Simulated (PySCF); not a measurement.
**Geometry relaxation, with input and output: C3H6N2Si**

System: C3H6N2Si.
Method: PBE0-D3(BJ)/def2-SVP geometry optimisation, gas phase (PySCF 2.14.0).

It belongs to a series of runs on one base structure; here: constitutional isomer.

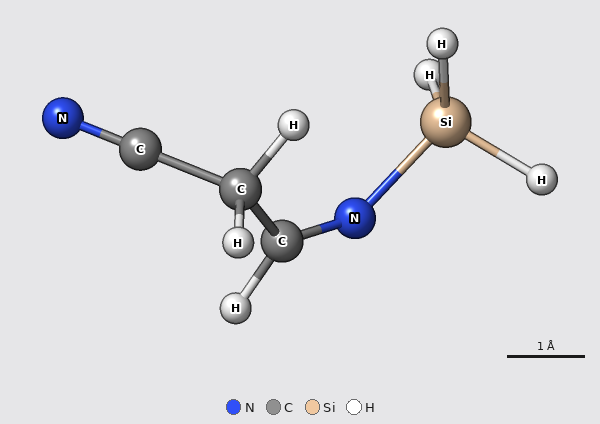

**Figure 1.** The starting structure (ball-and-stick view, seen at a tilt). Bond lengths as drawn: C–C 1.43 to 1.54 Å, C–H 1.07 to 1.12 Å, C–N 1.11 to 1.21 Å, H–Si 1.45 to 1.48 Å and N–Si 1.73 Å.

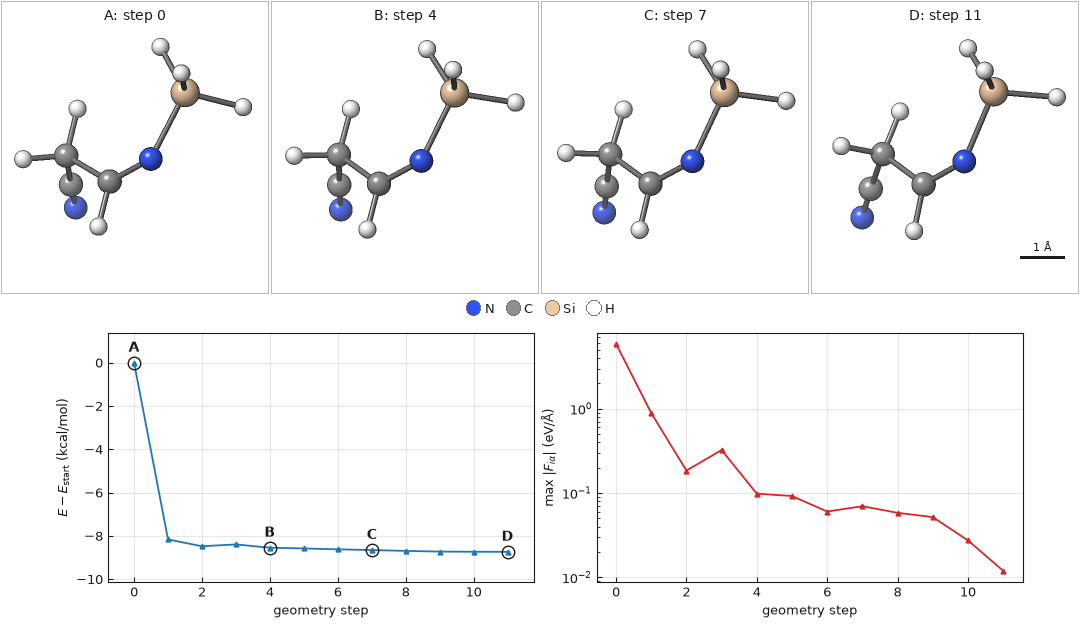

**Figure 2.** Frames of the relaxation (ball-and-stick view, seen at a tilt) above the curves, on which the letters mark them (steps are counted from 0).

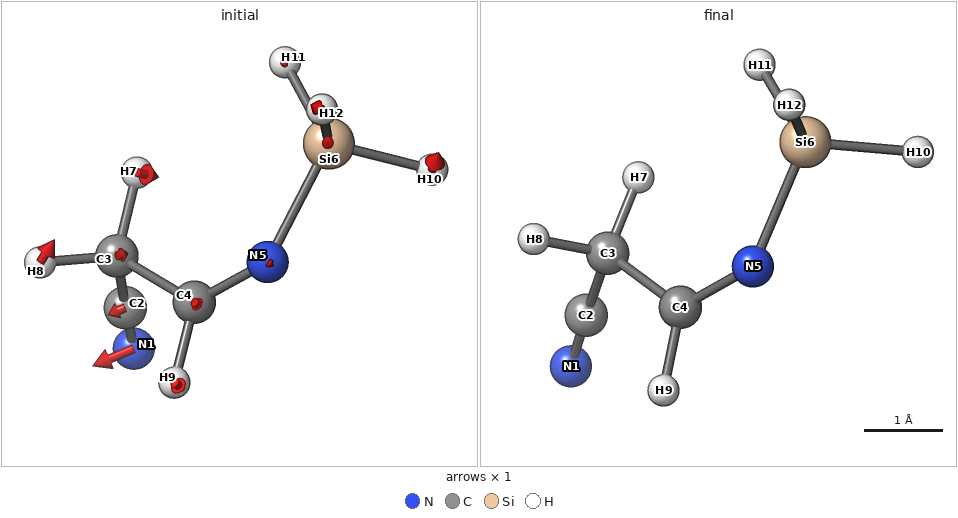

**Figure 3.** Before (left) and after (right) the relaxation, at one scale (ball-and-stick view, seen at a tilt). The red arrows give the displacements, at true length. N1 moves most after the best rigid fit: 0.59 Å. By element the largest moves are N 0.59 Å, H 0.39 Å, C 0.25 Å, Si 0.13 Å. Distances before and after: C4–N5 1.208 → 1.257 Å, N1–C2 1.112 → 1.157 Å, Si6–H10 1.447 → 1.489 Å, C3–H8 1.065 → 1.105 Å. Among the angles that change: N5–Si6–H12 102.4° → 106.7°, H10–Si6–H12 114.4° → 110.2°, N5–Si6–H10 103.0° → 107.0°. Over 11 geometry steps the energy falls by 8.73 kcal/mol. The largest force component goes from 5.9 to 0.012 eV/Å. (Atoms are counted from 1 in the order of the input.)

The input that produced these results follows, with the program's output.

Input file:
```
{"job": {"xc": "PBE0", "basis": "def2-SVP", "d3": "d3bj", "grid": 1, "shake": 0.01, "kind": "geom"}, "charge": 0, "multiplicity": 1}
N     -2.419230     2.275820    -0.078760
C     -1.950030     1.295330     0.155690
C     -1.324460     0.039300     0.429410
C     -0.527040    -0.428610    -0.798600
N      0.663510    -0.595700    -0.920900
Si     2.073350    -0.384560     0.051660
H     -0.601340     0.163120     1.272980
H     -2.058540    -0.685670     0.693800
H     -1.203870    -0.634080    -1.634130
H      2.852370     0.570590    -0.705970
H      1.896350     0.093640     1.441390
H      2.638640    -1.737470     0.084400
```

The first line tells a small driver script what to run in PySCF; the rest is the geometry in Å.

Command:
```bash
OMP_NUM_THREADS=1 python <driver script> task.json out
```

What the program printed:
```
step   0  E = -516.22904607  max force = 0.114395
step   1  E = -516.24204928  max force = 0.017322
step   2  E = -516.24255169  max force = 0.003594
step   3  E = -516.24241621  max force = 0.006302
step   4  E = -516.24265953  max force = 0.001914
step   5  E = -516.24271276  max force = 0.001795
step   6  E = -516.24277885  max force = 0.001174
step   7  E = -516.24283104  max force = 0.001359
step   8  E = -516.24289361  max force = 0.001133
step   9  E = -516.24294508  max force = 0.001009
step  10  E = -516.24295539  max force = 0.000535
step  11  E = -516.24296190  max force = 0.000233
optimisation converged
```

Trajectory as extended XYZ (Å, eV, eV/Å), 12 frames, from step=0 to step=11:
```
12
Properties=species:S:1:pos:R:3:forces:R:3 step=0 energy=-14047.30785
N    -2.4192    2.2758   -0.0788   -2.8208   5.8824  -1.4308
C    -1.9500    1.2953    0.1557    2.2851  -5.0235   1.3198
C    -1.3245    0.0393    0.4294    2.3090   0.3744   0.1825
C    -0.5270   -0.4286   -0.7986   -4.1332   0.3238   0.4795
N     0.6635   -0.5957   -0.9209    3.2653  -0.3812  -0.3463
Si    2.0734   -0.3846    0.0517   -0.2008  -0.3859   0.0824
H    -0.6013    0.1631    1.2730   -0.5085  -0.0725  -0.2053
H    -2.0585   -0.6857    0.6938   -0.8868  -0.9602   0.3247
H    -1.2039   -0.6341   -1.6341   -0.3019  -0.1030  -0.5535
H     2.8524    0.5706   -0.7060    0.6642   0.5122  -0.3031
H     1.8963    0.0936    1.4414   -0.0934   0.1602   0.3629
H     2.6386   -1.7375    0.0844    0.4220  -0.3267   0.0872
12
Properties=species:S:1:pos:R:3:forces:R:3 step=1 energy=-14047.66168
N    -2.6164    2.0805    0.0272    0.2079  -0.5919   0.1445
C    -2.1315    1.0525    0.2697   -0.2509   0.7013  -0.1682
C    -1.4670   -0.2143    0.5256   -0.3910  -0.3727   0.1043
C    -0.7694   -0.7328   -0.7194    0.8907   0.0154  -0.0750
N     0.4718   -0.9292   -0.8605   -0.6501  -0.0445  -0.1113
Si    1.9097   -0.7365    0.1040    0.0295   0.1089   0.1130
H    -0.7656   -0.0969    1.3623    0.0863   0.0019   0.0420
H    -2.2365   -0.9614    0.8302    0.2206   0.2500  -0.0486
H    -1.4490   -0.9276   -1.5712   -0.0296  -0.0206   0.0095
H     2.7969    0.2306   -0.6067   -0.0745  -0.0115   0.0048
H     1.6668   -0.2333    1.5009    0.0379  -0.0184  -0.0092
H     2.5962   -2.0573    0.1812   -0.0767  -0.0179  -0.0058
12
Properties=species:S:1:pos:R:3:forces:R:3 step=2 energy=-14047.67535
N    -2.6607    2.0604    0.0291    0.0211  -0.1534   0.0419
C    -2.1469    1.0502    0.2677   -0.0044   0.1722  -0.0505
C    -1.4576   -0.2068    0.5232   -0.0414  -0.0661   0.0599
C    -0.7510   -0.7191   -0.7244    0.1410  -0.0450  -0.0611
N     0.4801   -0.9258   -0.8731   -0.1848  -0.0213  -0.0441
Si    1.9068   -0.7383    0.1084    0.0765   0.0387   0.0814
H    -0.7476   -0.0765    1.3544    0.0021   0.0219  -0.0064
H    -2.2091   -0.9543    0.8385    0.0513   0.0293  -0.0144
H    -1.4373   -0.9260   -1.5686   -0.0357   0.0287  -0.0127
H     2.7966    0.2233   -0.6004   -0.0155   0.0099   0.0021
H     1.6678   -0.2405    1.5066    0.0099  -0.0027  -0.0040
H     2.5652   -2.0723    0.1820   -0.0201  -0.0123   0.0080
12
Properties=species:S:1:pos:R:3:forces:R:3 step=3 energy=-14047.67167
N    -2.6740    2.0389    0.0590   -0.0984   0.1344  -0.0301
C    -2.1293    1.0432    0.2772    0.1051  -0.1622   0.0483
C    -1.4183   -0.2073    0.5119   -0.1278   0.1078  -0.0901
C    -0.7540   -0.7231   -0.7597   -0.0872   0.0758   0.3241
N     0.4738   -0.9313   -0.8974    0.1930  -0.1089  -0.2399
Si    1.8776   -0.7305    0.1204    0.0528  -0.0352  -0.0247
H    -0.6761   -0.0656    1.3138   -0.0303   0.0083  -0.0496
H    -2.1479   -0.9545    0.8599   -0.0706  -0.0776   0.0463
H    -1.4568   -0.9290   -1.5919    0.0418   0.0361   0.0011
H     2.7776    0.2269   -0.5785    0.0125   0.0116   0.0027
H     1.6121   -0.2236    1.5095   -0.0025   0.0072  -0.0003
H     2.5216   -2.0698    0.2192    0.0117   0.0026   0.0122
12
Properties=species:S:1:pos:R:3:forces:R:3 step=4 energy=-14047.67829
N    -2.6976    2.0364    0.0445   -0.0588   0.0649  -0.0116
C    -2.1491    1.0441    0.2715    0.0677  -0.0874   0.0127
C    -1.4358   -0.2024    0.5175    0.0094   0.0629  -0.0357
C    -0.7461   -0.7143   -0.7422   -0.0953   0.0045   0.0984
N     0.4814   -0.9271   -0.8906    0.0712  -0.0341  -0.0666
Si    1.8970   -0.7373    0.1145    0.0198  -0.0202  -0.0015
H    -0.7094   -0.0573    1.3322   -0.0102   0.0139  -0.0128
H    -2.1684   -0.9547    0.8521   -0.0311  -0.0547   0.0214
H    -1.4442   -0.9180   -1.5787    0.0165   0.0334  -0.0104
H     2.7953    0.2192   -0.5883    0.0083   0.0063   0.0003
H     1.6466   -0.2346    1.5080   -0.0061   0.0072  -0.0004
H     2.5366   -2.0797    0.2028    0.0085   0.0033   0.0063
12
Properties=species:S:1:pos:R:3:forces:R:3 step=5 energy=-14047.67974
N    -2.7300    2.0207    0.0437   -0.0343   0.0430  -0.0071
C    -2.1631    1.0386    0.2710    0.0329  -0.0613   0.0056
C    -1.4345   -0.1981    0.5195    0.0335   0.0317  -0.0144
C    -0.7414   -0.7069   -0.7391   -0.0923   0.0086   0.0191
N     0.4851   -0.9241   -0.8935    0.0630  -0.0177  -0.0041
Si    1.9030   -0.7417    0.1121   -0.0052  -0.0130  -0.0020
H    -0.7098   -0.0425    1.3335   -0.0056   0.0103  -0.0038
H    -2.1589   -0.9589    0.8560   -0.0086  -0.0321   0.0155
H    -1.4395   -0.9013   -1.5778    0.0071   0.0208  -0.0084
H     2.8064    0.2109   -0.5902    0.0064   0.0000  -0.0009
H     1.6530   -0.2355    1.5045   -0.0040   0.0054  -0.0004
H     2.5359   -2.0870    0.2036    0.0073   0.0045   0.0009
12
Properties=species:S:1:pos:R:3:forces:R:3 step=6 energy=-14047.68153
N    -2.8040    1.9798    0.0491    0.0121   0.0085  -0.0021
C    -2.1940    1.0227    0.2734   -0.0311  -0.0151   0.0024
C    -1.4244   -0.1880    0.5218    0.0356  -0.0112   0.0025
C    -0.7332   -0.6883   -0.7403   -0.0432   0.0029  -0.0538
N     0.4917   -0.9150   -0.9027    0.0272   0.0018   0.0604
Si    1.9101   -0.7495    0.1085   -0.0322   0.0014  -0.0081
H    -0.6970   -0.0058    1.3273    0.0036   0.0055   0.0053
H    -2.1232   -0.9691    0.8712    0.0207   0.0006   0.0061
H    -1.4333   -0.8669   -1.5808   -0.0001   0.0084  -0.0046
H     2.8287    0.1909   -0.5907    0.0038  -0.0065  -0.0024
H     1.6581   -0.2349    1.4976    0.0000   0.0013  -0.0005
H     2.5268   -2.1017    0.2088    0.0036   0.0022  -0.0053
12
Properties=species:S:1:pos:R:3:forces:R:3 step=7 energy=-14047.68296
N    -2.8657    1.9422    0.0595    0.0357  -0.0066  -0.0018
C    -2.2211    1.0066    0.2789   -0.0608   0.0053   0.0058
C    -1.4132   -0.1795    0.5229    0.0174  -0.0249   0.0064
C    -0.7279   -0.6713   -0.7451    0.0099  -0.0009  -0.0654
N     0.4958   -0.9057   -0.9109   -0.0074   0.0108   0.0699
Si    1.9125   -0.7552    0.1058   -0.0305   0.0054  -0.0116
H    -0.6801    0.0273    1.3171    0.0073   0.0038   0.0060
H    -2.0844   -0.9784    0.8878    0.0275   0.0149   0.0009
H    -1.4297   -0.8369   -1.5868   -0.0029   0.0013  -0.0014
H     2.8472    0.1707   -0.5917    0.0007  -0.0070  -0.0024
H     1.6599   -0.2316    1.4915    0.0026  -0.0012  -0.0006
H     2.5129   -2.1141    0.2142    0.0005  -0.0009  -0.0058
12
Properties=species:S:1:pos:R:3:forces:R:3 step=8 energy=-14047.68466
N    -2.9379    1.8961    0.0739    0.0379  -0.0114  -0.0032
C    -2.2562    0.9858    0.2877   -0.0583   0.0094   0.0110
C    -1.3996   -0.1673    0.5241   -0.0071  -0.0164   0.0039
C    -0.7230   -0.6485   -0.7521    0.0533  -0.0096  -0.0425
N     0.4993   -0.8920   -0.9188   -0.0349   0.0131   0.0489
Si    1.9142   -0.7632    0.1023   -0.0116   0.0034  -0.0140
H    -0.6586    0.0722    1.3016    0.0066   0.0039   0.0019
H    -2.0319   -0.9875    0.9109    0.0196   0.0156  -0.0015
H    -1.4266   -0.8014   -1.5945   -0.0034   0.0007   0.0001
H     2.8691    0.1430   -0.5935   -0.0020  -0.0034  -0.0015
H     1.6657   -0.2313    1.4857    0.0036  -0.0025  -0.0003
H     2.4918   -2.1316    0.2160   -0.0038  -0.0029  -0.0029
12
Properties=species:S:1:pos:R:3:forces:R:3 step=9 energy=-14047.68606
N    -3.0286    1.8350    0.0900    0.0152  -0.0031  -0.0054
C    -2.3032    0.9583    0.2994   -0.0214  -0.0024   0.0135
C    -1.3851   -0.1487    0.5265   -0.0182   0.0041  -0.0007
C    -0.7166   -0.6174   -0.7587    0.0519  -0.0158  -0.0143
N     0.5031   -0.8723   -0.9257   -0.0335   0.0120   0.0215
Si    1.9183   -0.7758    0.0971    0.0063  -0.0031  -0.0144
H    -0.6372    0.1354    1.2824    0.0027   0.0039  -0.0024
H    -1.9643   -0.9938    0.9408    0.0042   0.0036   0.0014
H    -1.4220   -0.7558   -1.6019   -0.0013   0.0034   0.0002
H     2.8971    0.1056   -0.5974   -0.0028   0.0011  -0.0006
H     1.6818   -0.2383    1.4804    0.0019  -0.0012   0.0001
H     2.4629   -2.1578    0.2105   -0.0050  -0.0026   0.0010
12
Properties=species:S:1:pos:R:3:forces:R:3 step=10 energy=-14047.68634
N    -3.1808    1.7164    0.1180   -0.0119   0.0006  -0.0024
C    -2.3812    0.9051    0.3202    0.0275  -0.0016   0.0073
C    -1.3629   -0.1138    0.5313   -0.0225   0.0080   0.0028
C    -0.7044   -0.5628   -0.7664    0.0206  -0.0204  -0.0011
N     0.5103   -0.8370   -0.9359   -0.0145   0.0136  -0.0004
Si    1.9275   -0.7979    0.0862    0.0139  -0.0086  -0.0093
H    -0.6129    0.2488    1.2511   -0.0003   0.0030  -0.0038
H    -1.8482   -0.9949    0.9888   -0.0075  -0.0052   0.0057
H    -1.4121   -0.6753   -1.6115    0.0019   0.0055  -0.0018
H     2.9435    0.0412   -0.6068   -0.0024   0.0042  -0.0002
H     1.7145   -0.2532    1.4706   -0.0014   0.0014  -0.0005
H     2.4128   -2.2023    0.1976   -0.0034  -0.0005   0.0036
12
Properties=species:S:1:pos:R:3:forces:R:3 step=11 energy=-14047.68652
N    -3.1435    1.7477    0.1110   -0.0051   0.0005  -0.0024
C    -2.3624    0.9192    0.3160    0.0081  -0.0003   0.0038
C    -1.3694   -0.1233    0.5314   -0.0085   0.0024  -0.0001
C    -0.7077   -0.5767   -0.7636    0.0120  -0.0049  -0.0009
N     0.5082   -0.8453   -0.9327   -0.0073   0.0078   0.0039
Si    1.9265   -0.7928    0.0875    0.0050  -0.0055  -0.0066
H    -0.6190    0.2198    1.2602    0.0013   0.0001  -0.0019
H    -1.8792   -0.9959    0.9785   -0.0021  -0.0020   0.0019
H    -1.4144   -0.6935   -1.6090   -0.0011   0.0004   0.0013
H     2.9325    0.0570   -0.6071   -0.0013   0.0013  -0.0004
H     1.7093   -0.2496    1.4718    0.0005   0.0007   0.0000
H     2.4253   -2.1924    0.1993   -0.0016  -0.0004   0.0014
```

Results in brief:

- outcome: converged
- total energy: −516.242962 hartree
- dipole moment: 3.07 D
- point group: C1
- hardware: 1 CPU thread, shared host
- wall time: 69 s
- peak memory: 0.5 GiB
